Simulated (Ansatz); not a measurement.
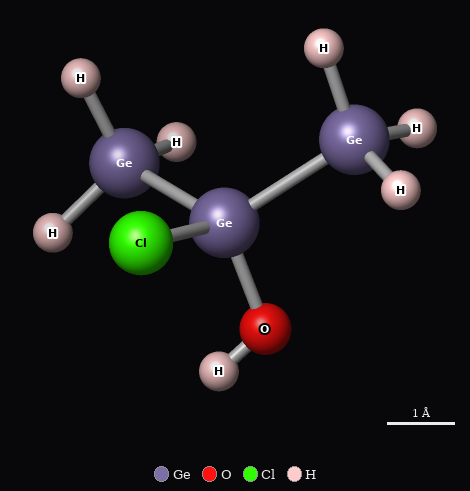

The structure as given in the input (ball-and-stick view, seen at a tilt). Sticks mark near contacts.

## Run report: Ge₃H₇ClO, single-point calculation

System: Ge₃H₇ClO.
Method: RKS r2SCAN0-D4/def2-TZVPP (Ansatz 0.2.0).

The geometry comes from this level: PBE0-D4/def2-TZVP.

## What the program printed
```
Functional definition: r2SCAN0
  name "r2SCAN0"
  cite "Bursch, Neugebauer, Ehlert & Grimme, J. Chem. Phys. 156, 134105 (2022) doi:10.1063/5.0086040"
  cite "Furness, Kaplan, Ning, Perdew & Sun, J. Phys. Chem. Lett. 11, 8208 (2020) doi:10.1021/acs.jpclett.0c02405"
  cite "Furness, Kaplan, Ning, Perdew & Sun, J. Phys. Chem. Lett. 11, 9248 (2020) doi:10.1021/acs.jpclett.0c03077"
  parent r2scan
  parameter a = 0.25
  parameter k0 = 0.174
  parameter k1 = 0.065
  parameter a1 = 4.9479
  exchange = (1 - a)*r2scan_x(k0 = k0, k1 = k1, a1 = a1) + a*exact_x
  correlation = r2scan_c
2092 factors; their error is unknown
mean field evaluation 1: about -184232.3014 eV, gradient 5.6e1 eV
mean field evaluation 2: about -184220.1063 eV, gradient 9.7e1 eV
mean field evaluation 4: about -184236.9243 eV, gradient 4.3e0 eV
mean field evaluation 8: about -184236.9567 eV, gradient 6.7e-2 eV
mean field evaluation 16: about -184237.7997 eV, gradient 4.6e-5 eV
mean field -184237.79972709 eV, -6770.6142591047 hartree, gradient 4.6e-5 eV, S^2 0.000000; 0 other end points of the search recorded, 0 dependent functions left out
reference -184237.79973871 eV, -6770.6142595316 hartree; 64, 64 occupied and 251, 251 virtual orbitals, 2092 factors
Total energy: -184237.90239604 eV, -6770.6180321189 hartree
```

The run was set up as follows.

## Input file
```yaml
crystal:
  periodic: [false, false, false]
  atoms:
    - {symbol: Ge, position_ang: [-0.943651, 0.348926, 0.346639]}
    - {symbol: Ge, position_ang: [-0.004113, 1.297489, -1.680030]}
    - {symbol: Ge, position_ang: [-3.335633, -0.080594, 0.519331]}
    - {symbol: O, position_ang: [-0.001906, -1.133038, 0.644055]}
    - {symbol: Cl, position_ang: [-0.503971, 1.718827, 1.988255]}
    - {symbol: H, position_ang: [-0.228214, 0.326275, -2.847970]}
    - {symbol: H, position_ang: [1.494026, 1.542758, -1.469371]}
    - {symbol: H, position_ang: [-0.723169, 2.622010, -1.971176]}
    - {symbol: H, position_ang: [-3.615866, -0.770166, 1.863206]}
    - {symbol: H, position_ang: [-3.785721, -0.995221, -0.630508]}
    - {symbol: H, position_ang: [-4.097650, 1.249435, 0.448196]}
    - {symbol: H, position_ang: [-0.180541, -1.521364, 1.504826]}
basis:
  gaussian: {orbitals: def2-TZVPP}
hamiltonian: {xc: {name: r2SCAN0}, dispersion: d4}
```

Run as:
```bash
ansatz run in.yaml --threads 4 --pin off --events-out ev --progress --plain --max-ram 66560MiB --backend cuda --devices 0, --max-vram 37GiB
```

## Results in brief

| quantity | value |
| --- | --- |
| outcome | converged |
| total energy | −184237.9024 eV |
| mean-field energy | −184237.7997 eV |
| dispersion energy | −0.1027 eV |
| SCF solution under orbital rotations | stable |
| hardware | 4 CPU threads, shared host |
| wall time | 3.9 s (CPU time 4.9 s) |
| peak memory | 1.1 GiB |
